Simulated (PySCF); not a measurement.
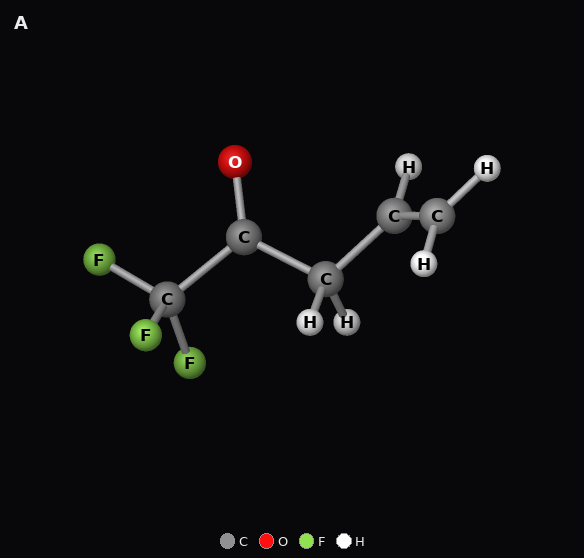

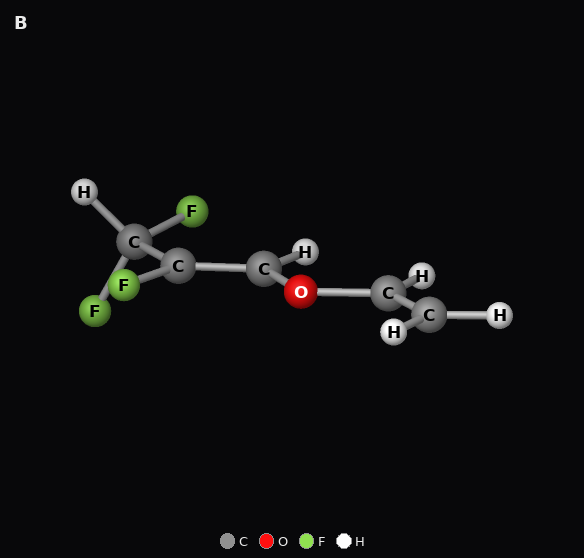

2 stationary structures of one formula. Geometries: PBE0-D3(BJ)/def2-SVP. Electronic energies: PBE0-D3(BJ)/def2-SVP (PySCF 2.14.0), without zero-point energy. No frequency run is at hand to confirm each as a minimum. Each is one conformer, not always the lowest.

**How are they related?**

They are constitutional isomers of C5H5F3O: A `C=CCC(=O)C(F)(F)F`, B `C=CO/C=C(\F)C(F)F`.

**Rank them by energy, lowest first.**

A is lowest; B lies 136.3 kJ/mol above it.
